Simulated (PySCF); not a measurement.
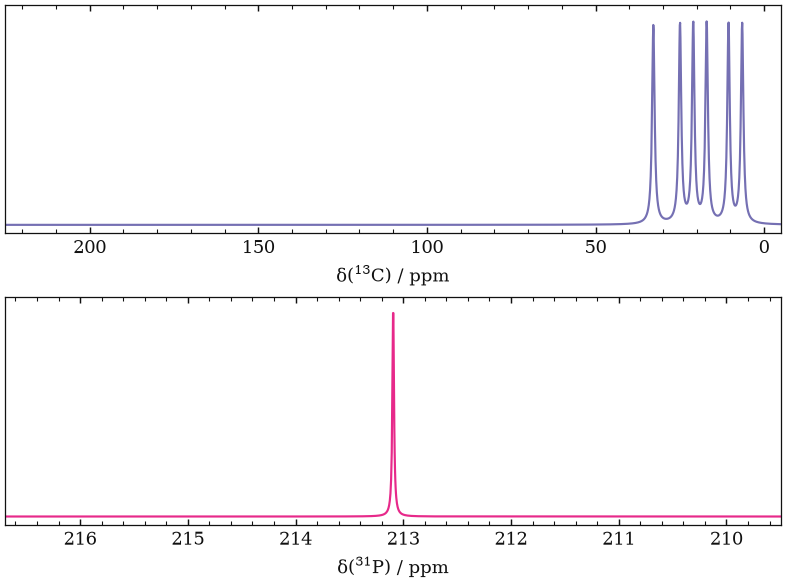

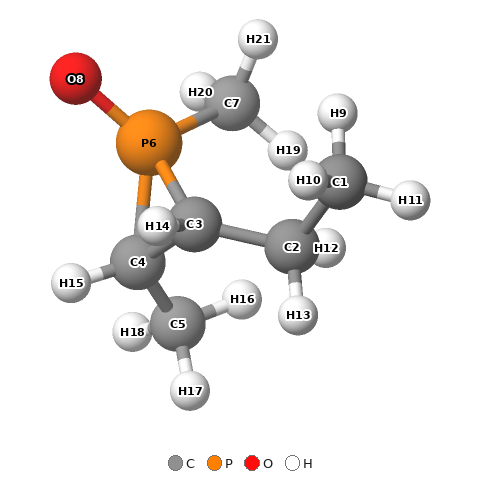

Spectrum and numbered structure of C₆H₁₃OP, SMILES CC[C@@H]1[C@H](C)[P@@]1(C)=O. GIAO shifts, PBE0/pcSseg-1 (IEF-PCM dichloromethane), PySCF, at a PBE0-D3(BJ)/def2-SVP geometry (no frequency check), against TMS for ¹³C and PH₃ for ³¹P computed at the same level (³¹P: the usual scale starts at 85 % H₃PO₄ instead). fully decoupled, line heights follow the number of nuclei, widths are arbitrary (no quadrupolar broadening); values of one conformer, averaged over methyl-type rotors and exact or near symmetry; other conformers aren't averaged in.

Which ¹³C nuclei are the least shielded, and which the most?

Answer. Least shielded: C3 at 32.8 ppm. Most shielded: C7 at 6.5 ppm.

Where does the ³¹P line lie?

Answer. At 213.1 ppm (P6).
